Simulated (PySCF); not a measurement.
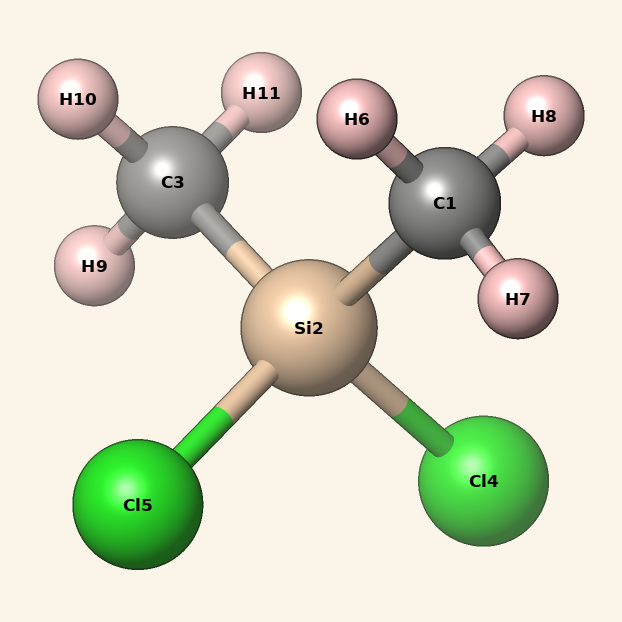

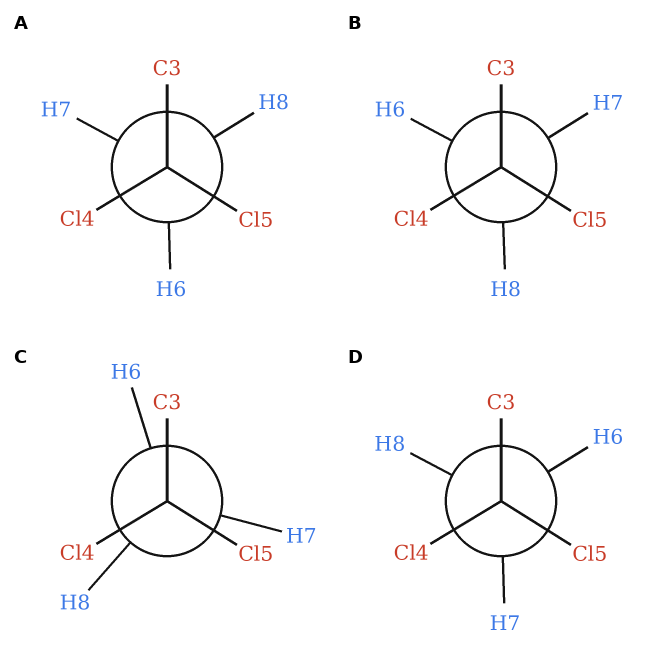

Distant atoms are faded towards the background colour. Bonds that would overlap in a projection are set slightly apart. Computed geometry: PBE0-D3(BJ)/def2-SVP optimisation. No frequency run is at hand to confirm it as a minimum.

> Which Newman projection shows the view along Si2–C1, with Si2 in front?

D. The torsion angle Cl4–Si2–C1–H6 is 180°, antiperiplanar (anti).
